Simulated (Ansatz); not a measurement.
# BH₆NSeSi: relaxing the structure

The task is to find a stationary geometry of BH₆NSeSi.

Method: RKS PBE0-D4/def2-TZVP; program: Ansatz 0.2.0, Gaussian basis.

Levels to be run: relaxation at PBE-D4/def2-SVP; relaxation at PBE0-D4/def2-TZVP.

1 further run of the same task is left out (set aside as unsound or not needed).

## Step 1: Where the work starts

SMILES `NB[Se][SiH3]`, 10 atoms, charge 0, spin multiplicity 1.

Atoms are counted from 1 here; the program's logs count them from 0.

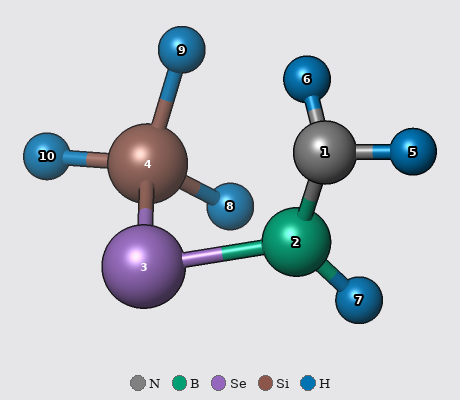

Start geometry, drawn with nitrogen grey, boron teal, selenium purple, silicon brown, hydrogen blue; atoms are numbered from 1 in the order of the file.

Coordinates:

```mol
BH6NSeSi
  3D, bonds by distance, orders not assigned

 10  9  0  0  0  0  0  0  0  0999 V2000
   -0.4102    1.8280   -0.7890 N   0  0
    0.0979    0.5271   -1.2448 B   0  0
    1.7167   -0.2125   -0.3746 Se  0  0
    0.5385   -1.3076    1.1627 Si  0  0
   -1.3216    2.0404   -1.3775 H   0  0
   -0.7570    1.7808    0.1930 H   0  0
   -0.3920   -0.0740   -2.1112 H   0  0
   -0.4005   -2.2286    0.4622 H   0  0
   -0.3237   -0.3309    1.9786 H   0  0
    1.3351   -2.0739    2.1035 H   0  0
  1  2  8  0
  2  3  8  0
  3  4  8  0
  1  5  8  0
  1  6  8  0
  2  7  8  0
  4  8  8  0
  4  9  8  0
  4 10  8  0
M  END
```

The start is a force-field geometry with small random shifts, so a cheaper pass at PBE-D4/def2-SVP comes first.

## Step 2: Relaxation at PBE-D4/def2-SVP (cheap first pass)

in.yaml

```yaml
crystal:
  periodic: [false, false, false]
  atoms:
    - {symbol: N, position_ang: [-0.410200, 1.828000, -0.789000]}
    - {symbol: B, position_ang: [0.097900, 0.527100, -1.244800]}
    - {symbol: Se, position_ang: [1.716700, -0.212500, -0.374600]}
    - {symbol: Si, position_ang: [0.538500, -1.307600, 1.162700]}
    - {symbol: H, position_ang: [-1.321600, 2.040400, -1.377500]}
    - {symbol: H, position_ang: [-0.757000, 1.780800, 0.193000]}
    - {symbol: H, position_ang: [-0.392000, -0.074000, -2.111200]}
    - {symbol: H, position_ang: [-0.400500, -2.228600, 0.462200]}
    - {symbol: H, position_ang: [-0.323700, -0.330900, 1.978600]}
    - {symbol: H, position_ang: [1.335100, -2.073900, 2.103500]}
basis:
  gaussian: {orbitals: def2-SVP}
hamiltonian: {xc: pbe, dispersion: d4}
relax: {f_tol: 0.03, max_steps: 200}
```

Run with:

```
$ ansatz run in.yaml --threads 4 --pin off --events-out ev --progress --plain --max-ram 10444MiB
```

The program printed (excerpt; [...] marks lines left out):

```text
Functional definition: PBE
  name "PBE"
  cite "Perdew, Burke & Ernzerhof, Phys. Rev. Lett. 77, 3865 (1996) doi:10.1103/PhysRevLett.77.3865"
  parent pbe
[...]
1216 factors; their error is unknown
[...]
mean field -75463.20683897 eV, -2773.2217005335 hartree, gradient 1.7e-5 eV, S^2 0.000000; 0 other end points of the search recorded, 0 dependent functions left out
[...]
reference -75463.20687525 eV, -2773.2217018668 hartree; 33, 33 occupied and 75, 75 virtual orbitals, 1216 factors
relax step   1: F+E_penalty+E_count = -75463.43869911 eV  Δ(F+E_penalty+E_count) = +0.000e0 eV  max|allowed force component| = 2.683e0 eV/Å  Δτ_max = 0.0000 Å  (29 SCF iters, accepted)
[...]
relax step   5: F+E_penalty+E_count = -75464.32317928 eV  Δ(F+E_penalty+E_count) = -1.134e-1 eV  max|allowed force component| = 3.085e-1 eV/Å  Δτ_max = 0.1999 Å  (35 SCF iters, accepted)
[...]
relax step   9: F+E_penalty+E_count = -75464.37268709 eV  Δ(F+E_penalty+E_count) = -1.631e-2 eV  max|allowed force component| = 2.206e-1 eV/Å  Δτ_max = 0.1465 Å  (28 SCF iters, accepted)
[...]
relax step  13: F+E_penalty+E_count = -75464.48657754 eV  Δ(F+E_penalty+E_count) = -2.940e-2 eV  max|allowed force component| = 3.876e-1 eV/Å  Δτ_max = 0.1981 Å  (29 SCF iters, accepted)
[...]
relax step  19: F+E_penalty+E_count = -75464.53409010 eV  Δ(F+E_penalty+E_count) = -9.575e-4 eV  max|allowed force component| = 1.403e-2 eV/Å  Δτ_max = 0.0188 Å  (30 SCF iters, accepted)
1216 factors; their error is unknown
[...]
mean field -75464.30020860 eV, -2773.2618811262 hartree, gradient 2.2e-5 eV, S^2 0.000000; 1 other end points of the search recorded, 0 dependent functions left out
[...]
reference -75464.30024479 eV, -2773.2618824560 hartree; 33, 33 occupied and 75, 75 virtual orbitals, 1216 factors
Total energy: -75464.53412629 eV, -2773.2704774426 hartree
Atom 0 at    -0.832845     1.196196    -0.754343 Å, force    -0.001183    -0.003116    -0.000745 eV/Å
Atom 1 at     0.250039     0.638415    -1.441665 Å, force    -0.012974     0.009930    -0.006403 eV/Å
Atom 2 at     1.465225    -0.750761    -0.746537 Å, force     0.006109    -0.000808    -0.006085 eV/Å
Atom 3 at     0.463968    -1.185423     1.272407 Å, force    -0.000721    -0.008188     0.006969 eV/Å
Atom 4 at    -1.414291     1.920709    -1.176075 Å, force    -0.003731     0.007225    -0.010972 eV/Å
Atom 5 at    -1.101707     0.970522     0.204294 Å, force     0.001842    -0.003848     0.014027 eV/Å
Atom 6 at     0.507610     1.012620    -2.568832 Å, force     0.009235    -0.006718     0.009021 eV/Å
Atom 7 at    -0.819744    -1.956912     1.114126 Å, force     0.001577     0.003493    -0.000197 eV/Å
Atom 8 at     0.136075     0.092973     2.004953 Å, force     0.001003     0.000687    -0.004940 eV/Å
Atom 9 at     1.428870    -1.989539     2.094570 Å, force    -0.001157     0.001342    -0.000675 eV/Å
Dipole moment:    -0.449562     0.275792     0.202668 e Å
```

Run time: 26 s. Hardware: 4 threads of Arm Neoverse V1, shared host.

Along the way: (the energy doesn't fall at every step)

| step | energy from step 1 (eV) | largest force component (eV/Å) |
| --- | --- | --- |
| 1 | 0.0000 | 2.6826 |
| 2 | -0.4635 | 1.6002 |
| 3 | -0.6453 | 2.5507 |
| 4 | -0.7711 | 1.7440 |
| 5 | -0.8845 | 0.3085 |
| 6 | -0.8577 | 0.4032 |
| 7 | -0.9073 | 0.0620 |
| 8 | -0.9177 | 0.0719 |
| 9 | -0.9340 | 0.2206 |
| 10 | -0.9553 | 0.5918 |
| 11 | -0.9819 | 0.8965 |
| 12 | -1.0185 | 0.5592 |
| 13 | -1.0479 | 0.3876 |
| 14 | -1.0739 | 0.3438 |
| 15 | -1.0776 | 0.3676 |
| 16 | -1.0536 | 0.6340 |
| 17 | -1.0944 | 0.0308 |
| 18 | -1.0944 | 0.0332 |
| 19 | -1.0954 | 0.0140 |

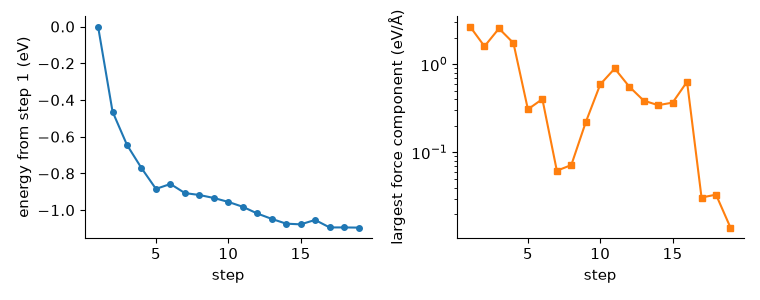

Energy and largest force along the relaxation.

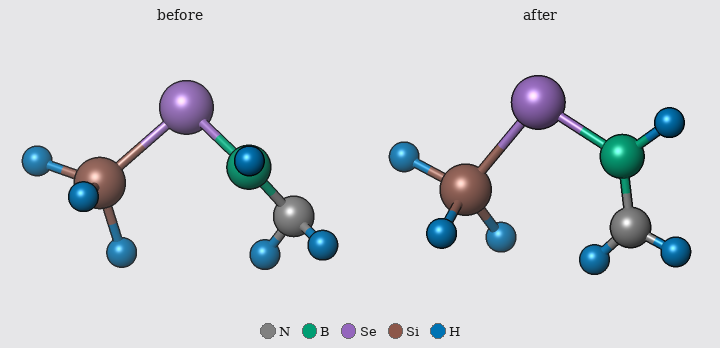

Before and after, at one scale.

Close pairs (by a distance rule), those that changed most:

| bond | before (Å) | after (Å) | change (Å) |
| --- | --- | --- | --- |
| N1–H5 | 1.105 | 1.020 | -0.085 |
| N1–B2 | 1.469 | 1.399 | -0.070 |
| Se3–Si4 | 2.225 | 2.295 | +0.070 |
| B2–H7 | 1.163 | 1.215 | +0.053 |
| Si4–H10 | 1.452 | 1.501 | +0.050 |
| Si4–H9 | 1.537 | 1.509 | -0.028 |
| N1–H6 | 1.043 | 1.021 | -0.022 |
| Si4–H8 | 1.490 | 1.506 | +0.016 |

## Step 3: Optimising with PBE0-D4/def2-TZVP

in.yaml

```yaml
crystal:
  periodic: [false, false, false]
  atoms:
    - {symbol: N, position_ang: [-0.832845, 1.196196, -0.754343]}
    - {symbol: B, position_ang: [0.250039, 0.638415, -1.441665]}
    - {symbol: Se, position_ang: [1.465225, -0.750761, -0.746537]}
    - {symbol: Si, position_ang: [0.463968, -1.185423, 1.272407]}
    - {symbol: H, position_ang: [-1.414291, 1.920709, -1.176075]}
    - {symbol: H, position_ang: [-1.101707, 0.970522, 0.204294]}
    - {symbol: H, position_ang: [0.507610, 1.012620, -2.568832]}
    - {symbol: H, position_ang: [-0.819744, -1.956912, 1.114126]}
    - {symbol: H, position_ang: [0.136075, 0.092973, 2.004953]}
    - {symbol: H, position_ang: [1.428870, -1.989539, 2.094570]}
basis:
  gaussian: {orbitals: def2-TZVP}
hamiltonian: {xc: pbe0, dispersion: d4}
relax: {f_tol: 0.005, max_steps: 150}
```

Same command.

The program printed (excerpt; [...] marks lines left out):

```text
Functional definition: PBE0
  name "PBE0"
  cite "Adamo & Barone, J. Chem. Phys. 110, 6158 (1999) doi:10.1063/1.478522"
  cite "Perdew, Burke & Ernzerhof, Phys. Rev. Lett. 77, 3865 (1996) doi:10.1103/PhysRevLett.77.3865"
  parent pbe
[...]
1268 factors; their error is unknown
[...]
mean field -75480.87647459 eV, -2773.8710476655 hartree, gradient 5.6e-5 eV, S^2 0.000000; 0 other end points of the search recorded, 0 dependent functions left out
[...]
reference -75480.87650810 eV, -2773.8710488971 hartree; 33, 33 occupied and 150, 150 virtual orbitals, 1268 factors
relax step   1: F+E_penalty+E_count = -75481.07551803 eV  Δ(F+E_penalty+E_count) = +0.000e0 eV  max|allowed force component| = 6.161e-1 eV/Å  Δτ_max = 0.0000 Å  (27 SCF iters, accepted)
[...]
Atom 0 at    -0.828055     1.192499    -0.750878 Å, force    -0.004737     0.004812     0.003656 eV/Å
Atom 1 at     0.244023     0.635553    -1.431882 Å, force    -0.004300     0.000661    -0.000126 eV/Å
Atom 2 at     1.448941    -0.745417    -0.730106 Å, force     0.001683     0.001011    -0.001062 eV/Å
Atom 3 at     0.460738    -1.180149     1.267837 Å, force    -0.002176     0.000047     0.001753 eV/Å
Atom 4 at    -1.401724     1.904069    -1.170653 Å, force     0.003061    -0.001151    -0.002848 eV/Å
Atom 5 at    -1.088548     0.973498     0.195862 Å, force     0.004428    -0.002730    -0.001101 eV/Å
Atom 6 at     0.497710     1.000057    -2.539813 Å, force     0.001383    -0.001895     0.000427 eV/Å
Atom 7 at    -0.803883    -1.942740     1.100506 Å, force     0.000974    -0.000187     0.000077 eV/Å
Atom 8 at     0.137017     0.084458     1.985332 Å, force    -0.000571    -0.001062     0.000380 eV/Å
Atom 9 at     1.416981    -1.973027     2.076692 Å, force     0.000255     0.000493    -0.001156 eV/Å
Dipole moment:    -0.418127     0.258545     0.184719 e Å
```

It took 21 s on 4 threads of Arm Neoverse V1, shared host; peak memory 0.49 GiB.

The steps of the relaxation:

| step | energy from step 1 (eV) | largest force component (eV/Å) |
| --- | --- | --- |
| 1 | 0.0000 | 0.6161 |
| 2 | -0.0320 | 0.1533 |
| 3 | -0.0337 | 0.0271 |
| 4 | -0.0341 | 0.0110 |
| 5 | -0.0341 | 0.0048 |

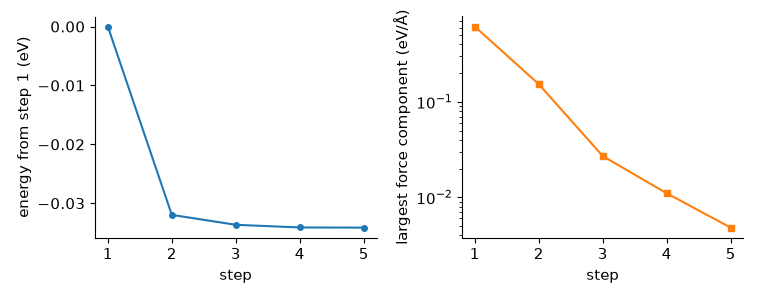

Energy and force, step by step.

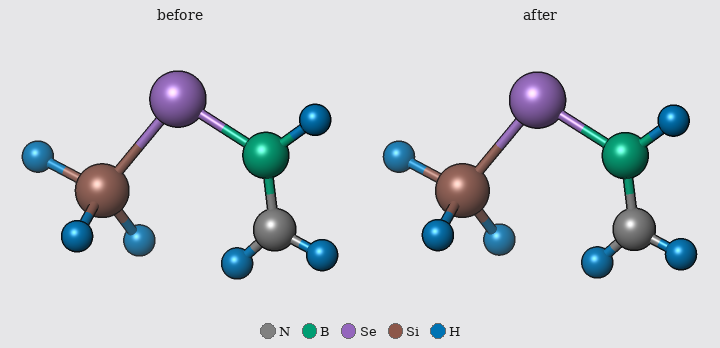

Before and after, at one scale.

Distances of close pairs at the start and the end, largest changes first:

| bond | before (Å) | after (Å) | change (Å) |
| --- | --- | --- | --- |
| Se3–Si4 | 2.295 | 2.271 | -0.024 |
| B2–H7 | 1.215 | 1.194 | -0.022 |
| Si4–H9 | 1.509 | 1.490 | -0.020 |
| Si4–H8 | 1.506 | 1.486 | -0.020 |
| Si4–H10 | 1.501 | 1.482 | -0.019 |
| N1–H6 | 1.021 | 1.006 | -0.015 |
| N1–H5 | 1.020 | 1.006 | -0.014 |
| N1–B2 | 1.399 | 1.387 | -0.012 |

Mulliken charges at the end point, from the run's report:

| atom | value (e) |
| --- | --- |
| N1 | -0.43 |
| B2 | 0.03 |
| Se3 | -0.13 |
| Si4 | 0.07 |
| H5 | 0.25 |
| H6 | 0.24 |
| H7 | 0.02 |
| H8 | -0.01 |
| H9 | -0.02 |
| H10 | -0.01 |

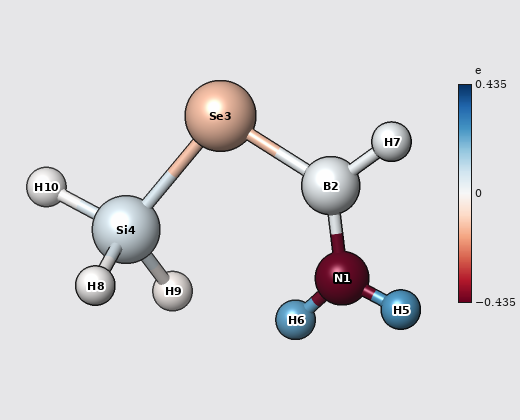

Mulliken charges at the end point, from the run's report, as colours on the atoms.

## Step 4: Summary of results

| quantity | value |
| --- | --- |
| point group | C1 |
| steps | 19 + 5 |
| shift from the start (rms) | 0.718 Å |
| total energy | -75481.1097 eV |
| dispersion term | -200 meV |
| dipole moment | 2.52 D |

In words: The relaxed geometry lies 0.72 Å (rms) from the start; the bond that changed most is N1–H5, from 1.105 to 1.006 Å. No vibrations were run, so it is not proven to be a minimum. The largest Mulliken charge, -0.43 e, sits on N1.
